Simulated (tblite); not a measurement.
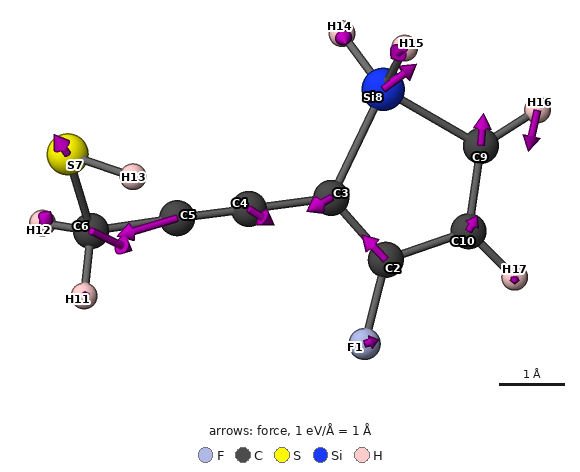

Starting geometry of C$_{7}$H$_{7}$FSSi with the computed forces as purple arrows. A ball-and-stick model, seen at a tilt.

Method: tblite 0.8.0, GFN2-xTB geometry optimisation, gas phase. 

Question: What follows when this structure is relaxed?

Answer: It isn't relaxed: the largest force vector, on C5, is 1.03 eV/Å. The final displacements follow the starting forces only in part (cosine between the two patterns 0.48). Over 35 geometry steps the energy falls by 11.5 kJ/mol. The largest move after the best rigid fit is that of H16, 0.13 Å. By element the largest moves are H 0.13 Å, C 0.09 Å, Si 0.05 Å, F 0.05 Å, S 0.04 Å. Some distances before and after: C6–S7 1.819 → 1.850 Å, C3–Si8 1.877 → 1.903 Å, C5–C6 1.460 → 1.435 Å, Si8–H15 1.487 → 1.461 Å. Bond angles that change, for instance: Si8–C9–H16 121.3° → 128.2°, C10–C9–H16 127.7° → 122.1°, C4–C3–Si8 122.5° → 127.1°.
